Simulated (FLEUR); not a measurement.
Band structure of ZnHg₃ (Fm-3m, 4 atoms in the cell).

```
ZnHg3
1.0
    0.00000     3.67772     3.67772
    3.67772     0.00000     3.67772
    3.67772     3.67772     0.00000
Zn Hg
1 3
Direct
  0.00000   0.00000   0.00000
  0.25000   0.25000   0.25000
  0.75000   0.75000   0.75000
  0.50000   0.50000   0.50000
```

Method of the run: PBEsol, all-electron FLAPW (FLEUR), scalar-relativistic valence.

Settings: Kmax = 3.8 1/bohr; GmaxXC = 13.3 1/bohr; xcFunctional = PBEs; jspins = 1; l_soc = F; mode = hist; fermiSmearingEnergy = 0.00734986 Htr; mesh (inpgen div1-3) = 8 8 8; inpgen gamma flag = true; Gmax = 13.3 1/bohr; numbands = 0; maxIterBroyd = 15; imix = Anderson; alpha = 0.05.

The starting cell comes from a database of computed structures (which also holds hypothetical and non-ambient phases and stackings), without a prior relaxation at this level. Its lattice was rescaled by a random factor within 2.5 % of one. Spin-orbit coupling is off. Values depend on the basis (sphere radii, cutoffs, local orbitals), which need not be converged.

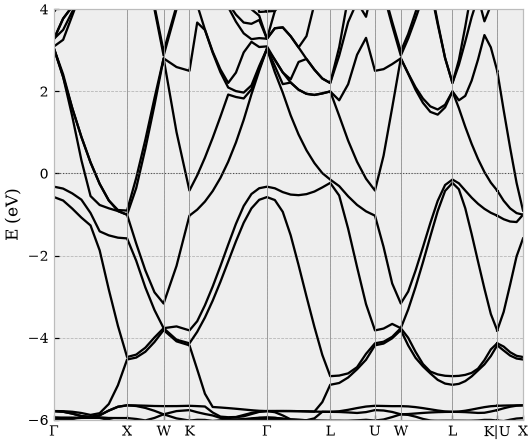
Bands along the path, energies from the Fermi level.

Levels in eV from the Fermi level, bands 30 to 37:
| point | 30 | 31 | 32 | 33 | 34 | 35 | 36 | 37 |
|---|---|---|---|---|---|---|---|---|
| Γ | -5.79 | -0.58 | -0.32 | 3.04 | 3.04 | 3.04 | 3.09 | 3.28 |
| X | -4.53 | -4.47 | -1.58 | -1.01 | -1.01 | -0.91 | 7.22 | 7.47 |
| W | -3.82 | -3.77 | -3.77 | -3.17 | 2.80 | 2.80 | 2.87 | 2.97 |
| K | -4.19 | -4.14 | -3.82 | -1.03 | -0.42 | 2.50 | 4.80 | 4.88 |
| L | -5.15 | -4.94 | -0.23 | -0.15 | 2.00 | 2.00 | 2.20 | 2.20 |
| U | -4.19 | -4.14 | -3.82 | -1.03 | -0.42 | 2.50 | 4.80 | 4.88 |
